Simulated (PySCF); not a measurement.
# NMR shielding calculation of C3H7B3O3

System: C3H7B3O3, SMILES C=CB1OBOB(C)O1.
Method: GIAO PBE0/pcSseg-1 NMR shielding, non-relativistic, gas phase (PySCF 2.14.0).

The geometry comes from this level: PBE0-D3(BJ)/def2-SVP. Figures and captions count atoms from 1; the log counts them from 0 in places.

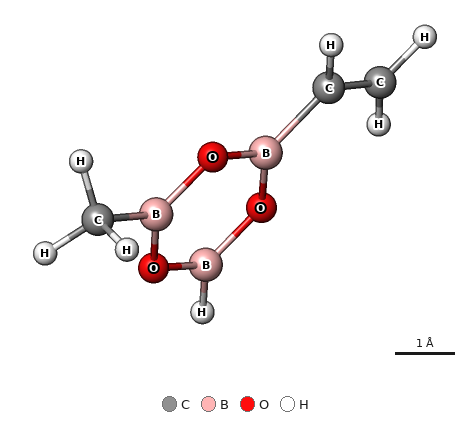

Figure 1. The structure as given in the input (ball-and-stick view, seen at a tilt). Bond lengths as drawn: B–C 1.55 to 1.56 Å, B–H 1.20 Å, B–O 1.37 to 1.38 Å, C–C 1.34 Å and C–H 1.10 Å.

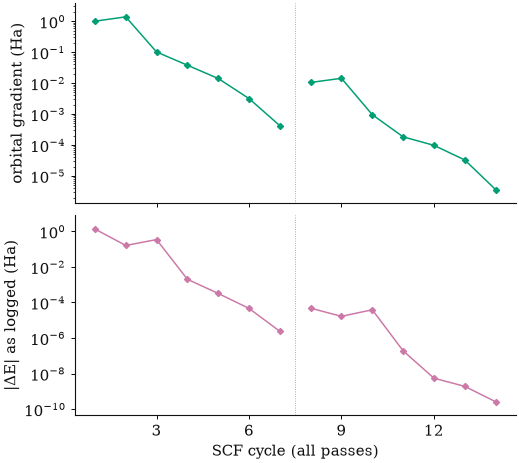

Figure 2. Convergence of the self-consistent field: orbital gradient and size of the energy change against the SCF cycle. The dotted line marks the change from a coarse to the final integration grid. The first 7 cycles use a coarse grid, the final grid takes over at cycle 8, and the field converges after 14 cycles in all.

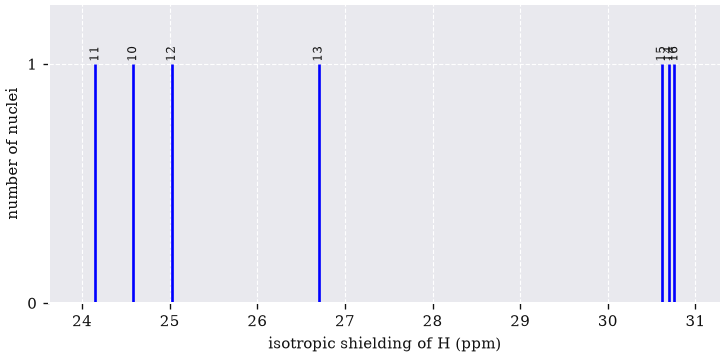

Figure 3. Isotropic shieldings of the hydrogen nuclei in this fixed geometry, labelled by atom number; shielding grows to the right, so chemical shift grows to the left. The least shielded is H11 (24.1 ppm), the most shielded H16 (30.8 ppm).

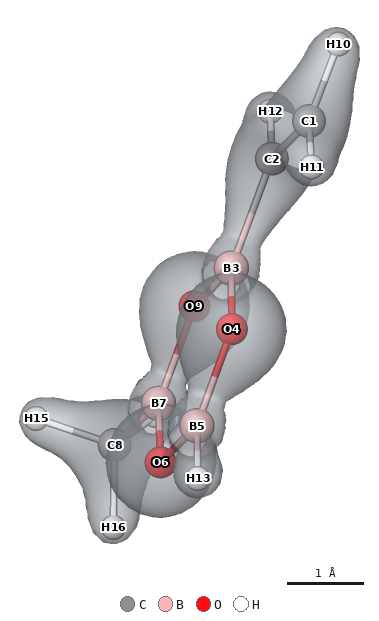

Figure 4. Isosurface of the total electron density at 1 e/Å³ (grey), seen at an oblique angle. At this value the surface is in one piece. On the grid the lowest density along these lines, outside the cores, is 2.3 e/Å³ (C–C, 1.34 Å), 1.5 e/Å³ (B–O, 1.37 Å), 1.3 e/Å³ (C–B, 1.55 Å) and 1.9 e/Å³ (C–H, 1.10 Å).

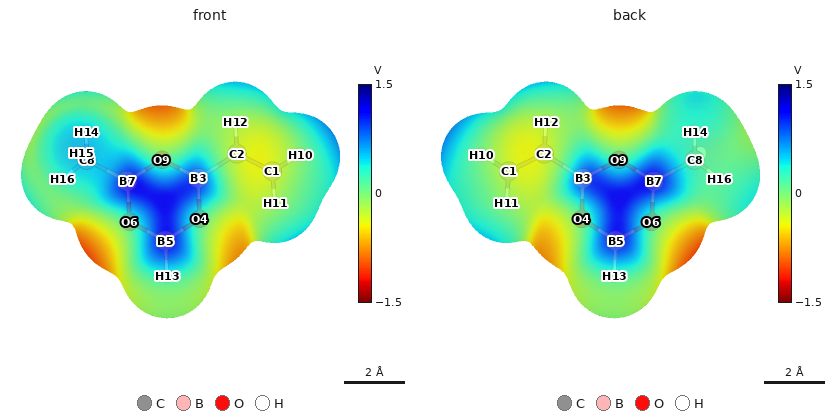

Figure 5. The molecular electrostatic potential painted on the density surface at 0.001 e/bohr³, seen face on and from behind; the colour scale runs from red (negative) to blue (positive). Its dipole moment is 0.77 D.

These pictures come from the run below.

## Input file
```
{"job": {"kind": "nmr", "xc": "PBE0", "basis": "pcSseg-1"}, "charge": 0, "multiplicity": 1}
C     -3.351894     0.040754     0.310312
C     -2.192066     0.691116     0.476426
B     -0.832703     0.017770     0.158187
O     -0.790928    -1.277320    -0.319937
B      0.404007    -1.880266    -0.594693
O      1.570996    -1.194805    -0.397855
B      1.567535     0.102976     0.073727
C      2.901029     0.891833     0.263455
O      0.351537     0.690392     0.346613
H     -4.321401     0.498573     0.532817
H     -3.366847    -0.990137    -0.059782
H     -2.204104     1.721566     0.848957
H      0.430107    -3.010616    -1.007761
H      2.858323     1.562053     1.134182
H      3.059274     1.535183    -0.619904
H      3.771105     0.226318     0.345274
```

The first line tells a small driver script what to run in PySCF; the rest is the geometry in Å.

Launch command:
```bash
OMP_NUM_THREADS=1 python <driver script> task.json out
```

## Log
```
coarse grid: 14120 points
cycle   1  E = -418.2587659876  dE =  1.346e+00  |g| = 1.004e+00  |ddm| = 3.543e+00
cycle   2  E = -418.0985078705  dE =  1.603e-01  |g| = 1.388e+00  |ddm| = 1.463e+00
cycle   3  E = -418.4412161938  dE = -3.427e-01  |g| = 1.015e-01  |ddm| = 9.275e-01
cycle   4  E = -418.4432278556  dE = -2.012e-03  |g| = 3.792e-02  |ddm| = 9.243e-02
cycle   5  E = -418.4435482921  dE = -3.204e-04  |g| = 1.413e-02  |ddm| = 3.325e-02
cycle   6  E = -418.4435946010  dE = -4.631e-05  |g| = 3.166e-03  |ddm| = 1.150e-02
cycle   7  E = -418.4435969821  dE = -2.381e-06  |g| = 4.214e-04  |ddm| = 2.514e-03
final grid: 138480 points
cycle   8  E = -418.5210527829  dE = -4.741e-05  |g| = 1.051e-02  |ddm| = 2.340e-02
cycle   9  E = -418.5210362121  dE =  1.657e-05  |g| = 1.431e-02  |ddm| = 1.409e-02
cycle  10  E = -418.5210748637  dE = -3.865e-05  |g| = 9.539e-04  |ddm| = 8.345e-03
cycle  11  E = -418.5210750554  dE = -1.918e-07  |g| = 1.836e-04  |ddm| = 8.265e-04
cycle  12  E = -418.5210750609  dE = -5.510e-09  |g| = 9.732e-05  |ddm| = 1.799e-04
cycle  13  E = -418.5210750629  dE = -1.909e-09  |g| = 3.287e-05  |ddm| = 8.101e-05
cycle  14  E = -418.5210750631  dE = -2.624e-10  |g| = 3.631e-06  |ddm| = 2.767e-05
converged SCF energy = -418.5210750631

GIAO shielding tensors (ppm)
atom      isotropic    diamagn.    paramagn.     s11        s22        s33       span
  0 C       30.327     253.959    -223.632   -106.617     31.017    166.583    273.200
  1 C       46.157     259.073    -212.916    -72.486     41.190    169.766    242.252
  2 B       74.736     196.900    -122.164     57.861     75.561     90.787     32.927
  3 O      133.037     396.901    -263.863    -45.496    100.680    343.928    389.424
  4 B       74.196     196.620    -122.424     61.365     67.927     93.296     31.931
  5 O      114.779     395.164    -280.385    -69.892     91.507    322.721    392.613
  6 B       67.519     194.843    -127.324     33.113     79.923     89.521     56.408
  7 C      184.485     255.024     -70.538    177.888    180.023    195.545     17.657
  8 O      124.759     398.848    -274.089    -38.019     91.554    320.741    358.760
  9 H       24.581      26.962      -2.381     21.366     24.372     28.005      6.639
 10 H       24.150      31.195      -7.045     20.387     23.316     28.747      8.360
 11 H       25.023      31.355      -6.333     22.791     24.085     28.192      5.400
 12 H       26.699      29.289      -2.590     23.142     26.292     30.663      7.521
 13 H       30.700      30.379       0.321     26.331     28.910     36.858     10.527
 14 H       30.614      29.699       0.915     27.180     27.951     36.712      9.532
 15 H       30.758      28.612       2.146     26.276     28.882     37.117     10.841
```

## Summary

- outcome: converged
- total energy: −418.521075 hartree
- HOMO: −8.16 eV
- LUMO: −1.28 eV
- dipole moment: 0.77 D
- isotropic shielding, C: 30.3 to 184.5 ppm
- isotropic shielding, B: 67.5 to 74.7 ppm
- isotropic shielding, O: 114.8 to 133.0 ppm
- isotropic shielding, H: 24.1 to 30.8 ppm
- hardware: 1 CPU thread, shared host
- wall time: 24 s
- peak memory: 1.1 GiB
